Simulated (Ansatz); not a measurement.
**InClF2 (SMILES [F][In]([F])[Cl]) at CCSD/def2-SVP (core potential)**

Aim: the energy change on altering one bond length of InClF2 at CCSD/def2-SVP (core potential), from 2 runs. 

Program for the calculation: Ansatz 0.2.0.

54 further runs of the same task are left out: 3 that didn't finish, 51 set aside as unsound or not needed.

### 1 Starting point

InClF2 has 4 atoms, charge 0, and is taken as a singlet. SMILES: `[F][In]([F])[Cl]`. The shape is that of a PBE0-D4/def2-TZVP optimisation.

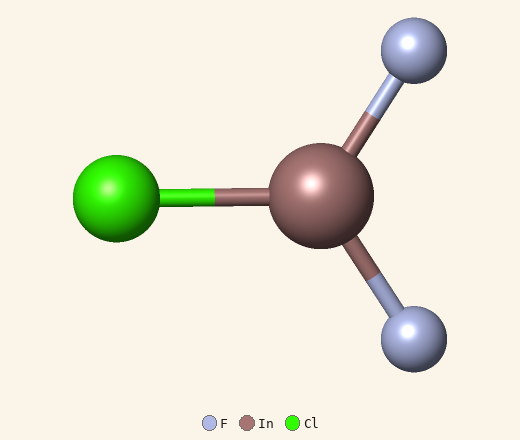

Viewed from a chosen angle; fluorine light blue, indium brown, chlorine green.

### 2 The energy at CCSD/def2-SVP (core potential)

The input, molecule.yaml:

```yaml
crystal:
  periodic: [false, false, false]
  atoms:
    - {symbol: F, position_ang: [0.588200, 0.614600, 1.749600]}
    - {symbol: In, position_ang: [0.046700, -0.040500, 0.025100]}
    - {symbol: F, position_ang: [0.831500, -1.720700, -0.482100]}
    - {symbol: Cl, position_ang: [-1.410900, 1.086300, -1.312800]}
basis:
  gaussian:
    orbitals: def2-SVP
correlation:
  method: ccsd
  frozen_orbitals: {Cl: 5, F: 1, In: 4}
accuracy: high
scf:
  omitted_lower_state_checks: [cluster_reference, increment]
```

Command:

```
$ ansatz run molecule.yaml --threads 1 --pin off --max-ram 3480MiB --events-out events.jsonl --progress --plain --runs-dir runs
```

What it wrote (excerpt; [...] marks lines left out):

```text
Warning: RAYON_NUM_THREADS=1 ignored (pool sized by the plan → 1); use --threads N
Functional definition: HF
  name "HF"
[...]
1486 factors; integrals over basis functions are off by at most 3.0e-9 eV
[...]
mean field -23058.18391131 eV, -847.3726293421 hartree, gradient 9.0e-9 eV, S^2 0.000000; 0 other end points of the search recorded, 0 dependent functions left out
11 core orbitals not correlated: weight in the atoms' cores, before any rotation towards them, 1.000 or more for the frozen orbitals, at most 0.000 for the correlated occupied ones
reference -23058.18391131 eV, -847.3726293421 hartree; 17, 17 occupied and 44, 44 virtual orbitals, 1486 factors
second order -15.98638032 eV of doubles, -0.00000000 eV of singles
cycle   1  -15.93347333 eV  change    5.3e-2 eV  update   1.1e-1
[...]
cycle  21  -16.38023161 eV  change   2.6e-10 eV  update   2.1e-9
Total energy: -23074.56414292 eV, -847.9745917509 hartree
Checks for a lower state left out: cluster_reference, increment
```

It took 7.2 s on 1 thread of Arm Neoverse V2, shared host; peak memory 0.3 GiB.

### 3 The distorted shape

The input, in.yaml:

```yaml
crystal:
  periodic: [false, false, false]
  atoms:
    - {symbol: F, position_ang: [-0.039637, 1.958754, 2.155358]}
    - {symbol: In, position_ang: [-0.581137, 1.303654, 0.430858]}
    - {symbol: F, position_ang: [0.831500, -1.720700, -0.482100]}
    - {symbol: Cl, position_ang: [-2.038737, 2.430454, -0.907042]}
basis:
  gaussian:
    orbitals: def2-SVP
correlation:
  method: ccsd
  frozen_orbitals: {Cl: 5, F: 1, In: 4}
accuracy: high
scf:
  omitted_lower_state_checks: [cluster_reference, increment]
```

Command:

```
$ ansatz run in.yaml --threads 1 --pin off --max-ram 3480MiB --events-out events.jsonl --progress --plain --runs-dir runs
```

What it wrote:

```text
Warning: RAYON_NUM_THREADS=1 ignored (pool sized by the plan → 1); use --threads N
[... 12 lines left out ...]
11 core orbitals not correlated: weight in the atoms' cores, before any rotation towards them, 1.000 or more for the frozen orbitals, at most 0.000 for the correlated occupied ones
[... 45 lines left out ...]
WARN: these amplitudes may be one of several solutions (largest doubles amplitude 0.41, level shift 0.62 eV)
Total energy: -23069.99076616 eV, -847.8065232551 hartree
Checks for a lower state left out: cluster_reference, increment
```

It took 13 s on 1 thread of Arm Neoverse V2, shared host; peak memory 0.29 GiB.

### 4 Summary of results

Level: CCSD/def2-SVP (core potential), 11 core orbitals frozen.

```
                                                          quantity          value
                                         first shape: total energy  -847.97459 Eh
         first shape: correlation energy (11 core orbitals frozen)     -602.0 mEh
                                        first shape: T1 diagnostic          0.014
                                     distorted shape: total energy  -847.80652 Eh
     distorted shape: correlation energy (11 core orbitals frozen)     -635.4 mEh
                                    distorted shape: T1 diagnostic          0.063
energy change with the In2–F3 bond stretched from 1.923 to 3.461 Å       4.573 eV
```

What this shows: With the In2–F3 bond stretched from 1.923 to 3.461 Å the energy rises by 4.57 eV (105 kcal/mol). The first shape isn't relaxed at this level, so the change isn't measured from a minimum. The T1 diagnostic (distorted shape) of 0.063 is above the customary mark for such species, so a single reference may not serve. The restricted solution (distorted shape) is unstable to spin breaking: an unrestricted one lies lower.
